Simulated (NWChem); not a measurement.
## Energy and gradient calculation, with input and output: SiNH₂F₂

- system: SiNH₂F₂, multiplicity 2
- method: PBE/def2-SVPD, UKS (NWChem 7.3.0)

The geometry comes from this level: PBE0-D4/def2-TZVP.

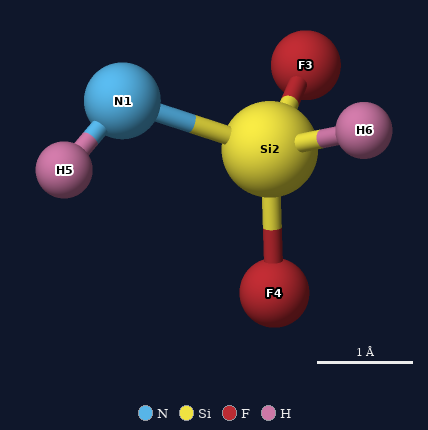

*The structure as given in the input (ball-and-stick view, seen at a tilt; atoms are numbered from 1 in the order of the input).*

The input:
```python
from ase import Atoms
from ase.calculators.nwchem import NWChem

atoms = Atoms(['N', 'Si', 'F', 'F', 'H', 'H'], positions=[
    [-0.025400, 1.001700, -0.903700],
    [0.188000, -0.244900, 0.273000],
    [1.578700, -0.941400, -0.004700],
    [-0.908600, -1.390200, 0.207400],
    [-0.977800, 1.156700, -1.236500],
    [0.187200, 0.354100, 1.618300],
])

calc = NWChem(
    label='nw',
    theory='dft',
    memory='2200 mb',
    basis='def2-SVPD',
    basispar='spherical bse',
    dft={'xc': 'xpbe96 cpbe96', 'mult': '2', 'grid': 'fine', 'convergence': 'energy 1e-08', 'iterations': '100', 'mulliken': None},
)
atoms.calc = calc

forces = atoms.get_forces()
print("Total energy (eV):", round(atoms.get_potential_energy(), 6))
print("forces (eV/A):")
for s, f in zip(atoms.symbols, forces):
    print(f"{s:2s} {f[0]:10.5f} {f[1]:10.5f} {f[2]:10.5f}")
```

File nw.nwi:
```
title "nw"

permanent_dir nw

scratch_dir nw

start nw

geometry units angstrom nocenter noautosym noautoz
  N  -2.5399999999999999e-02 1.0017000000000000e+00 -9.0369999999999995e-01
  Si 1.8800000000000000e-01 -2.4490000000000001e-01 2.7300000000000002e-01
  F  1.5787000000000000e+00 -9.4140000000000001e-01 -4.7000000000000002e-03
  F  -9.0859999999999996e-01 -1.3902000000000001e+00 2.0740000000000000e-01
  H  -9.7780000000000000e-01 1.1567000000000001e+00 -1.2364999999999999e+00
  H  1.8720000000000001e-01 3.5410000000000003e-01 1.6183000000000001e+00
end

memory 2200 mb

basis spherical bse noprint
   * library def2-SVPD
end

dft
  xc xpbe96 cpbe96
  mult 2
  grid fine
  convergence energy 1e-08
  iterations 100
  mulliken
end

task dft gradient
```

Machine: 1 thread of Intel Xeon (Granite Rapids), 16 GiB of memory available, shared host.

Launch command:
```bash
export ASE_NWCHEM_COMMAND="nwchem PREFIX.nwi > PREFIX.nwo"
python run.py
```

The program's output:
```
Total energy (eV): -14817.284241
forces (eV/A):
N     0.42577    0.39713   -0.21140
Si   -0.35841    1.69724    0.42783
F     1.82080   -0.89732   -0.32154
F    -1.38886   -1.48687   -0.02340
H    -0.50702    0.12902   -0.20327
H     0.00776    0.16080    0.33178
```

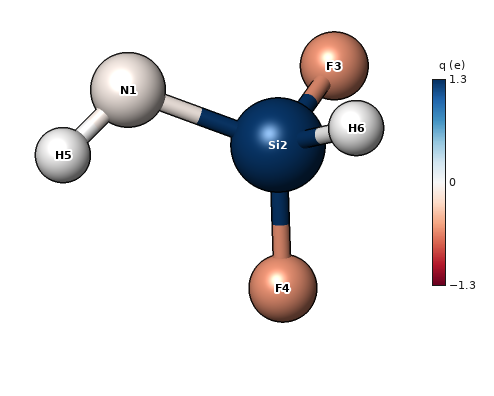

*Mulliken charges, as the colour of each atom (ball-and-stick view, seen at a tilt; atoms are numbered from 1 in the order of the input).*

By element: N −0.09, Si +1.26, F −0.58 and H −0.01 e.

Results in brief:

```tsv
quantity	value
outcome	converged
total energy	−544.525157 hartree
basis functions	106
largest force	2.055 eV/Å
⟨S²⟩	0.753
dipole moment	1.81 D
wall time	27 s
peak memory	0.12 GiB
```
